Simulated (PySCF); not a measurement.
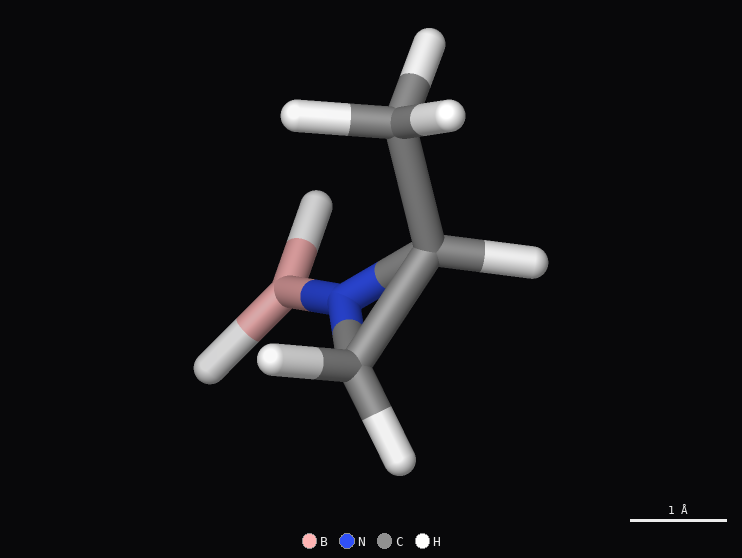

The picture shows a molecular structure as a stick model. Every bond is drawn as one stick, whatever its order.

Computed geometry: GFN2-xTB optimisation. No frequency run is at hand to confirm it as a minimum.

What does the picture show?

Formula C3H8BN. Its SMILES string is `BN1C[C@@H]1C`. Independent rings (smallest set): 1 of 3 members. Among its groups: B–H bond. This geometry has C1 symmetry. Coordination, clear cases only: 1 B trigonal planar; 1 C tetrahedral.

More results for the same structure follow; atom numbers are the same in all pictures, views and colours differ.

Shape

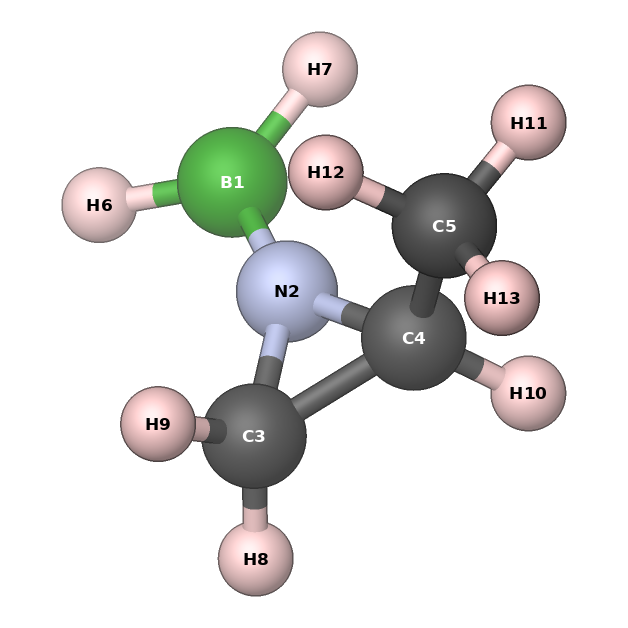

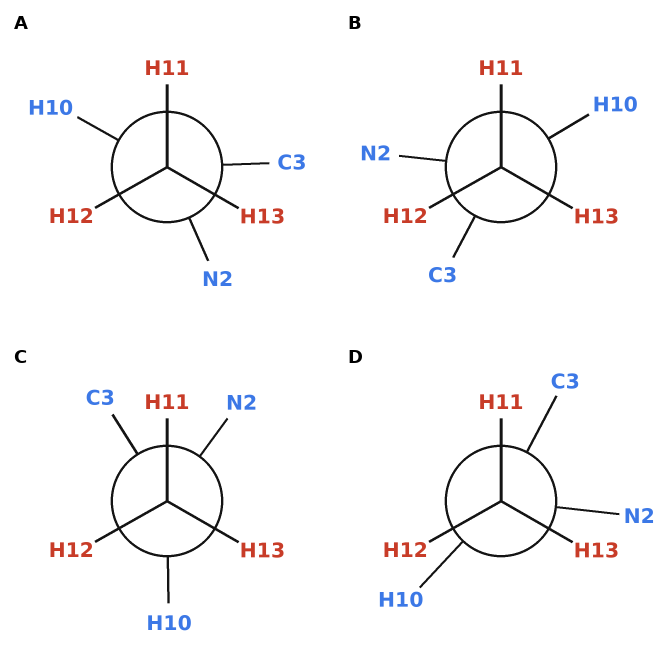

Depth is shown by fading: the farther an atom, the more it takes the colour of the background. Bonds that would overlap in a projection are set slightly apart. No frequency run is at hand to confirm it as a minimum.

Which Newman projection shows the view along C5–C4, with C5 in front?

B. The torsion angle H11–C5–C4–N2 is −84°, about perpendicular.

Quadrupole coupling

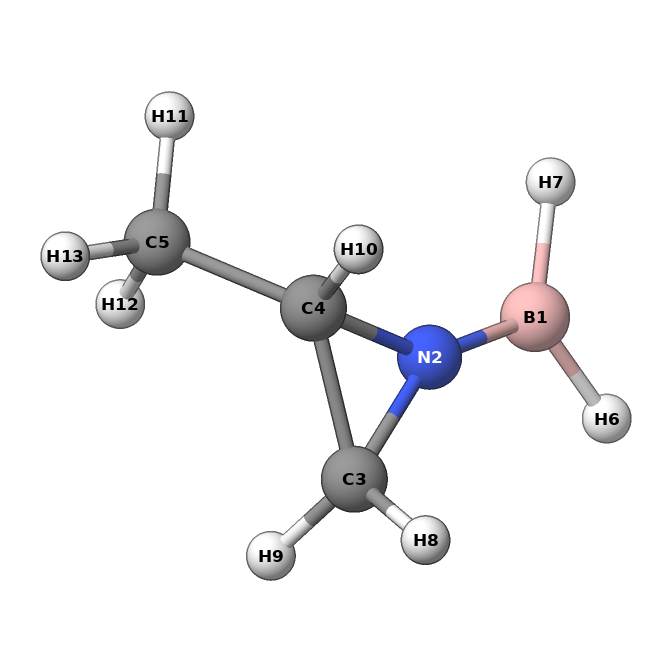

No frequency run is at hand to confirm it as a minimum. Electric field gradients from the ground-state density, PBE0/pcSseg-1 (PySCF 2.14.0), non-relativistic apart from any core potentials.

Give the largest field-gradient component, the quadrupole coupling constant and the asymmetry for 11B at B1 (Q = 40.59 mb), 14N at N2 (Q = 20.44 mb), 2H at H6 (Q = 2.86 mb), 2H at H7 (Q = 2.86 mb), 2H at H8 (Q = 2.86 mb), 2H at H9 (Q = 2.86 mb).

```json
{"atom": "B1", "V_zz (a.u.)": "0.409", "e²qQ/h (MHz)": "3.90", "η": "0.27"}
{"atom": "N2", "V_zz (a.u.)": "−0.638", "e²qQ/h (MHz)": "−3.07", "η": "0.35"}
{"atom": "H6", "V_zz (a.u.)": "0.241", "e²qQ/h (MHz)": "0.162", "η": "0.04"}
{"atom": "H7", "V_zz (a.u.)": "0.241", "e²qQ/h (MHz)": "0.162", "η": "0.04"}
{"atom": "H8", "V_zz (a.u.)": "0.317", "e²qQ/h (MHz)": "0.213", "η": "0.06"}
{"atom": "H9", "V_zz (a.u.)": "0.317", "e²qQ/h (MHz)": "0.213", "η": "0.06"}
```

Electronic properties

No frequency run is at hand to confirm it as a minimum. Level of theory: PBE0/def2-SVPD, gas phase (PySCF 2.14.0). Excitations: vertical, linear response.

Give the dipole moment at this level.

2.36 D.

Give the brightest of the 6 lowest singlets at this level.

7.11 eV.

Estimate the LUMO energy (Kohn–Sham orbital).

0.12 eV.

What is the mean static polarisability?

58.9 bohr³.

Bond orders

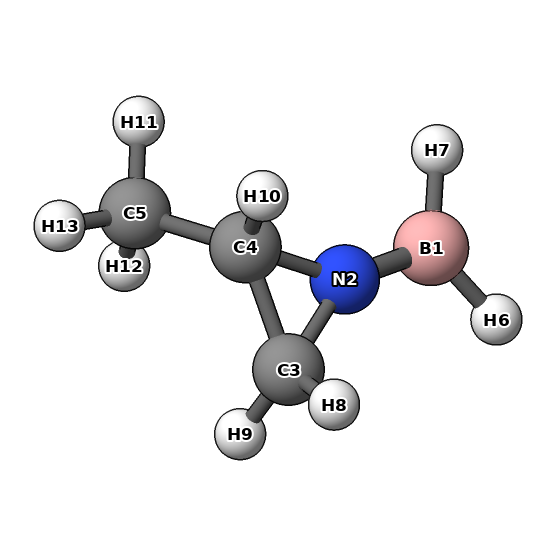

The thickness of each stick grows with its Mayer bond order. No frequency run is at hand to confirm it as a minimum. Computed with PBE0/pcSseg-1 (PySCF 2.14.0).

Which bond has the highest Mayer bond order?

B1–N2, 1.38, at a length of 1.362 Å.

List the Mayer bond orders of B1–N2, B1–H6, B1–H7, N2–C3, N2–C4, C3–C4, C3–H8, C3–H9, C4–C5, C4–H10, C5–H11, C5–H12, C5–H13.

```
  bond  Mayer order  length (Å)
 B1–N2         1.38       1.362
 B1–H6         0.97       1.173
 B1–H7         0.97       1.173
 N2–C3         0.90       1.423
 N2–C4         0.87       1.421
 C3–C4         0.98       1.490
 C3–H8         0.95       1.084
 C3–H9         0.94       1.084
 C4–C5         1.04       1.510
C4–H10         0.94       1.089
C5–H11         0.96       1.088
C5–H12         0.96       1.087
C5–H13         0.96       1.088
```

The geometry is semi-empirical. Around B such bond lengths and angles can be off by a tenth of an ångström or more and by several degrees, and values that hang on the shape move with them.
